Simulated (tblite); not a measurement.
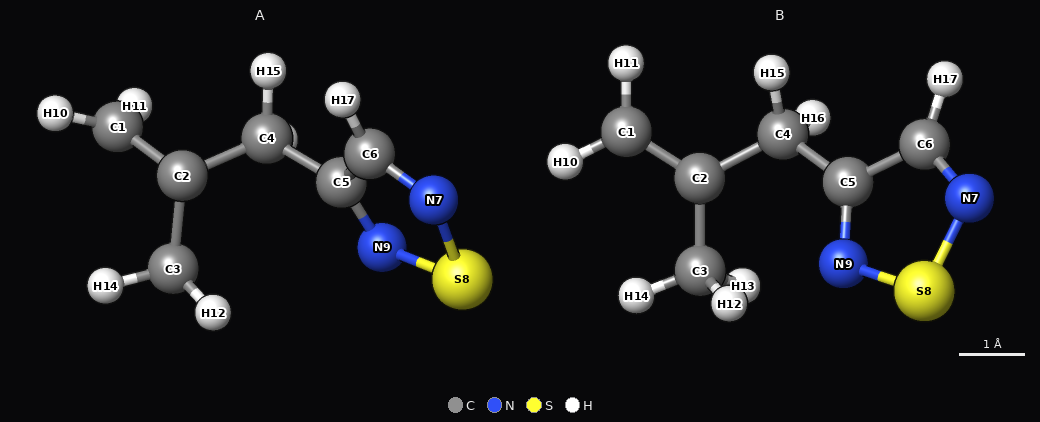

Two geometries of C₆H₈N₂S (charge +1, multiplicity 2), drawn at one scale. One is the start of a relaxation, the other its converged end. Style: ball-and-stick. Shown at a tilt.

Computed with GFN2-xTB geometry optimisation, gas phase (tblite 0.8.0). 

> Which of the two is the end point?

Structure B is the relaxed one. H17 moves most after the best rigid fit: 1.79 Å. Largest moves by element: H 1.79 Å, N 1.37 Å, S 1.24 Å, C 0.78 Å. Among the contacts that change: C1–C2 1.486 → 1.356 Å, S8–N9 1.726 → 1.619 Å, C5–C6 1.349 → 1.433 Å, C2–C3 1.542 → 1.469 Å. Bond angles that change, for instance: C1–C2–C3 104.5° → 121.8°, C1–C2–C4 106.2° → 119.4°, H12–C3–H13 114.1° → 104.1°. Groups turn about C4–C5 by about 75°. After 181 geometry steps the energy has fallen by 71.4 kcal/mol. The run took 2.3 s on 1 thread of Arm Neoverse N1, with other jobs on the host.
